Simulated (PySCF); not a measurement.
**Run report: BN$_{2}$H$_{5}$, geometry relaxation (part 2 of 2)**

The same run, continued: BN$_{2}$H$_{5}$; B3LYP/6-31G*, RKS (PySCF 2.14.0). The geometry comes from this level: PBE0-D4/def2-TZVP symmetrised.

Geometry of the input (Å):
```
N  -0.9801  0.5288  -0.5714
B  0.1851  0.3989  0.2102
N  0.8391  -0.8329  0.4111
H  -1.4359  -0.2321  -1.0437
H  -1.4329  1.4133  -0.7040
H  0.6406  1.3809  0.7277
H  1.6676  -0.9076  0.9705
H  0.5358  -1.7080  0.0212
```

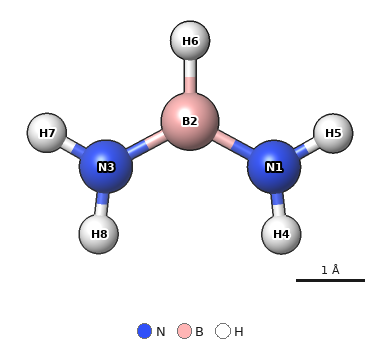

**Figure 1.** The geometry at step 3 of the log (ball-and-stick view, seen on its broad side; atoms are numbered from 1 in the order of the input).

## Output, continued
```
Geometry optimization cycle 4
Cartesian coordinates (Angstrom)
 Atom        New coordinates             dX        dY        dZ
   N  -0.986131   0.533530  -0.574400   -0.002796  0.004293 -0.001037
   B   0.185418   0.399888   0.210718   -0.004450 -0.008298 -0.004786
   N   0.844891  -0.837270   0.414164    0.003278 -0.000480  0.002164
   H  -1.446692  -0.229386  -1.050488   -0.002822  0.006747 -0.000555
   H  -1.440434   1.423143  -0.706959    0.001558  0.005104  0.002157
   H   0.640879   1.381824   0.728168   -0.004662 -0.008953 -0.005066
   H   1.677625  -0.911207   0.976606    0.001777  0.002709  0.001770
   H   0.543519  -1.719241   0.024145    0.008098 -0.001135  0.005376
converged SCF energy = -137.436270501338
--------------- RKS_Scanner gradients ---------------
         x                y                z
0 N    -0.0000930825     0.0000627711    -0.0000553464
1 B    -0.0000352232    -0.0001366484    -0.0000524096
2 N     0.0000028107    -0.0000009366     0.0000042965
3 H     0.0001560786    -0.0000372700     0.0001004507
4 H     0.0000371162     0.0000333873     0.0000321730
5 H    -0.0000243591     0.0000047819    -0.0000160629
6 H    -0.0000601520    -0.0000185894    -0.0000451785
7 H     0.0000173076     0.0000931667     0.0000312854
----------------------------------------------
cycle 4: E = -137.436270501  dE = -6.94935e-05  norm(grad) = 0.000307506
Step    3 : Displace = 7.733e-03/1.129e-02 (rms/max) Trust = 9.257e-03 (-) Grad = 1.087e-04/1.893e-04 (rms/max) E (change) = -137.4362705013 (-6.949e-05) Quality = 0.975
Hessian Eigenvalues: 2.30000e-02 2.30000e-02 2.60074e-02 ... 4.68624e-01 4.72671e-01 5.47770e-01

Geometry optimization cycle 5
Cartesian coordinates (Angstrom)
 Atom        New coordinates             dX        dY        dZ
   N  -0.986399   0.533139  -0.574595   -0.000268 -0.000391 -0.000196
   B   0.185285   0.399236   0.210506   -0.000133 -0.000652 -0.000212
   N   0.845421  -0.837588   0.414425    0.000530 -0.000318  0.000261
   H  -1.449274  -0.227739  -1.051878   -0.002582  0.001647 -0.001390
   H  -1.439736   1.423343  -0.706345    0.000698  0.000200  0.000613
   H   0.640724   1.381206   0.727947   -0.000155 -0.000618 -0.000221
   H   1.678179  -0.910248   0.977123    0.000554  0.000958  0.000517
   H   0.544833  -1.720123   0.024838    0.001314 -0.000882  0.000693
converged SCF energy = -137.436270712297
--------------- RKS_Scanner gradients ---------------
         x                y                z
0 N     0.0000318171    -0.0000367861     0.0000110621
1 B    -0.0000028428     0.0000318454     0.0000046630
2 N     0.0000380089    -0.0000135909     0.0000259688
3 H    -0.0000639426     0.0000691702    -0.0000303467
4 H     0.0000127818    -0.0000643557    -0.0000048756
5 H     0.0000051950    -0.0000098300     0.0000014143
6 H    -0.0000112008     0.0000159538    -0.0000040602
7 H    -0.0000092927     0.0000083057    -0.0000045815
----------------------------------------------
cycle 5: E = -137.436270712  dE = -2.10959e-07  norm(grad) = 0.000143725
Step    4 : Displace = 1.514e-03/3.359e-03 (rms/max) Trust = 1.309e-02 (+) Grad = 5.081e-05/9.897e-05 (rms/max) E (change) = -137.4362707123 (-2.110e-07) Quality = 0.413
Hessian Eigenvalues: 2.29999e-02 2.30000e-02 2.60074e-02 ... 4.70694e-01 4.79562e-01 5.46815e-01

Geometry optimization cycle 6
Cartesian coordinates (Angstrom)
 Atom        New coordinates             dX        dY        dZ
   N  -0.986341   0.533327  -0.574470    0.000058  0.000187  0.000125
   B   0.185356   0.399534   0.210626    0.000071  0.000298  0.000120
   N   0.845207  -0.837504   0.414266   -0.000214  0.000084 -0.000159
   H  -1.448300  -0.228414  -1.051300    0.000974 -0.000675  0.000578
   H  -1.440148   1.423295  -0.706582   -0.000412 -0.000047 -0.000236
   H   0.640869   1.381456   0.728108    0.000146  0.000250  0.000161
   H   1.678004  -0.910608   0.976884   -0.000175 -0.000360 -0.000239
   H   0.544357  -1.719899   0.024530   -0.000476  0.000224 -0.000308
converged SCF energy = -137.436270835377
--------------- RKS_Scanner gradients ---------------
         x                y                z
0 N    -0.0000052732     0.0000002994    -0.0000069223
1 B     0.0000053290     0.0000008079     0.0000039442
2 N     0.0000049988    -0.0000066837     0.0000044136
3 H     0.0000002682    -0.0000044996    -0.0000009668
4 H     0.0000006788     0.0000063298     0.0000011869
5 H    -0.0000017992     0.0000025026    -0.0000009100
6 H     0.0000023261     0.0000048534     0.0000030874
7 H    -0.0000060184    -0.0000029229    -0.0000046061
----------------------------------------------
cycle 6: E = -137.436270835  dE = -1.2308e-07  norm(grad) = 1.96865e-05
Step    5 : Displace = 6.019e-04/1.322e-03 (rms/max) Trust = 1.309e-02 (=) Grad = 6.960e-06/9.441e-06 (rms/max) E (change) = -137.4362708354 (-1.231e-07) Quality = 0.991
Hessian Eigenvalues: 2.29999e-02 2.30000e-02 2.60074e-02 ... 4.70694e-01 4.79562e-01 5.46815e-01
Converged! =D

converged: True
N          -0.98634095        0.53332659       -0.57447024
B           0.18535610        0.39953436        0.21062558
N           0.84520685       -0.83750392        0.41426638
H          -1.44829972       -0.22841424       -1.05129988
H          -1.44014848        1.42329532       -0.70658156
H           0.64086922        1.38145625        0.72810804
H           1.67800353       -0.91060846        0.97688434
H           0.54435726       -1.71989911        0.02453013
converged SCF energy = -137.43627083538
total energy: -137.43627084 hartree
frequencies (1/cm) [ 261.5  335.9  392.4  464.6  609.7  810.   924.4  933.2 1099.1 1197.4
 1444.6 1665.6 1668.1 2631.4 3597.7 3598.9 3699.3 3700.3]
temperature 298.1500 [K]
pressure 101325.00 [Pa]
Rotational constants [GHz] 53.36645 8.97958 7.68627
Symmetry number 2
Zero-point energy (ZPE) 0.06614 [Eh]   173662.458 [J/mol]
                           tot       elec      trans        rot        vib
Entropy [J/mol/K]       265.759      0.000    155.902     86.262     23.595
Cv [J/mol/K]             64.245      0.000     12.472     12.472     39.301
Cp [J/mol/K]             72.559      0.000     20.786     12.472     39.301
Internal energy [J/mol]                      3718.434   3718.434 178378.483
Internal energy [Eh]   -137.36550  -137.43627
Enthalpy [J/mol]                             6197.391   3718.434 178378.483
Enthalpy [Eh]          -137.36455
Gibbs free energy [J/mol]                  -40284.926 -22000.475 171343.699
Gibbs free energy [Eh] -137.39473
```

## Trajectory as extended XYZ (Å, eV, eV/Å), 6 frames, from step=0 to step=5
```
8
Properties=species:S:1:pos:R:3:forces:R:3 step=0 energy=-3739.82593
N    -0.9801    0.5288   -0.5714   -0.0346   0.0435  -0.0149
B     0.1851    0.3989    0.2102    0.0985   0.2132   0.1121
N     0.8391   -0.8329    0.4111    0.0470  -0.0172   0.0289
H    -1.4359   -0.2321   -1.0437   -0.1294  -0.1863  -0.1280
H    -1.4329    1.4133   -0.7040   -0.1232   0.2100  -0.0424
H     0.6406    1.3809    0.7277    0.0030   0.0059   0.0033
H     1.6676   -0.9076    0.9705    0.2043  -0.0352   0.1345
H     0.5358   -1.7080    0.0212   -0.0656  -0.2340  -0.0936
8
Properties=species:S:1:pos:R:3:forces:R:3 step=1 energy=-3739.83018
N    -0.9907    0.5369   -0.5770    0.0244  -0.1021  -0.0039
B     0.1813    0.3910    0.2061    0.0609   0.1134   0.0655
N     0.8509   -0.8399    0.4178   -0.0947  -0.0314  -0.0723
H    -1.4593   -0.2188   -1.0572   -0.0030   0.0028  -0.0015
H    -1.4384    1.4309   -0.7040    0.0154  -0.0053   0.0096
H     0.6365    1.3736    0.7234    0.0017   0.0071   0.0026
H     1.6835   -0.9069    0.9817   -0.0135   0.0238  -0.0045
H     0.5553   -1.7256    0.0311    0.0089  -0.0083   0.0044
8
Properties=species:S:1:pos:R:3:forces:R:3 step=2 energy=-3739.82955
N    -0.9833    0.5292   -0.5734   -0.0345   0.1204   0.0009
B     0.1899    0.4082    0.2155   -0.0924  -0.1941  -0.1040
N     0.8416   -0.8368    0.4120    0.0822   0.0433   0.0658
H    -1.4439   -0.2361   -1.0499    0.0662   0.0564   0.0575
H    -1.4420    1.4180   -0.7091    0.0212  -0.0627   0.0018
H     0.6455    1.3908    0.7332   -0.0142  -0.0313  -0.0163
H     1.6758   -0.9139    0.9748   -0.0541  -0.0275  -0.0432
H     0.5354   -1.7181    0.0188    0.0257   0.0955   0.0374
8
Properties=species:S:1:pos:R:3:forces:R:3 step=3 energy=-3739.83144
N    -0.9861    0.5335   -0.5744    0.0048  -0.0032   0.0028
B     0.1854    0.3999    0.2107    0.0018   0.0070   0.0027
N     0.8449   -0.8373    0.4142   -0.0001   0.0000  -0.0002
H    -1.4467   -0.2294   -1.0505   -0.0080   0.0019  -0.0052
H    -1.4404    1.4231   -0.7070   -0.0019  -0.0017  -0.0017
H     0.6409    1.3818    0.7282    0.0013  -0.0002   0.0008
H     1.6776   -0.9112    0.9766    0.0031   0.0010   0.0023
H     0.5435   -1.7192    0.0241   -0.0009  -0.0048  -0.0016
8
Properties=species:S:1:pos:R:3:forces:R:3 step=4 energy=-3739.83145
N    -0.9864    0.5331   -0.5746   -0.0016   0.0019  -0.0006
B     0.1853    0.3992    0.2105    0.0001  -0.0016  -0.0002
N     0.8454   -0.8376    0.4144   -0.0020   0.0007  -0.0013
H    -1.4493   -0.2277   -1.0519    0.0033  -0.0036   0.0016
H    -1.4397    1.4233   -0.7063   -0.0007   0.0033   0.0003
H     0.6407    1.3812    0.7279   -0.0003   0.0005  -0.0001
H     1.6782   -0.9102    0.9771    0.0006  -0.0008   0.0002
H     0.5448   -1.7201    0.0248    0.0005  -0.0004   0.0002
8
Properties=species:S:1:pos:R:3:forces:R:3 step=5 energy=-3739.83145
N    -0.9863    0.5333   -0.5745    0.0003   0.0000   0.0004
B     0.1854    0.3995    0.2106   -0.0003   0.0000  -0.0002
N     0.8452   -0.8375    0.4143   -0.0003   0.0003  -0.0002
H    -1.4483   -0.2284   -1.0513    0.0000   0.0002   0.0001
H    -1.4401    1.4233   -0.7066    0.0000  -0.0003  -0.0001
H     0.6409    1.3815    0.7281    0.0001  -0.0001   0.0000
H     1.6780   -0.9106    0.9769   -0.0001  -0.0003  -0.0002
H     0.5444   -1.7199    0.0245    0.0003   0.0001   0.0002
```

## Key numbers

```json
{"quantity": "outcome", "value": "converged"}
{"quantity": "total energy", "value": "−137.436271 hartree"}
{"quantity": "basis functions", "value": "52"}
{"quantity": "HOMO", "value": "−6.10 eV"}
{"quantity": "LUMO", "value": "2.40 eV"}
{"quantity": "zero-point energy", "value": "0.066145 hartree"}
{"quantity": "dipole moment", "value": "1.48 D"}
{"quantity": "wavenumbers, lowest and highest", "value": "262 and 3700 cm⁻¹"}
{"quantity": "hardware", "value": "1 thread of Arm Neoverse V2, 24 GiB of memory available, shared host"}
{"quantity": "wall time", "value": "1.8 min"}
{"quantity": "peak memory", "value": "0.77 GiB"}
```
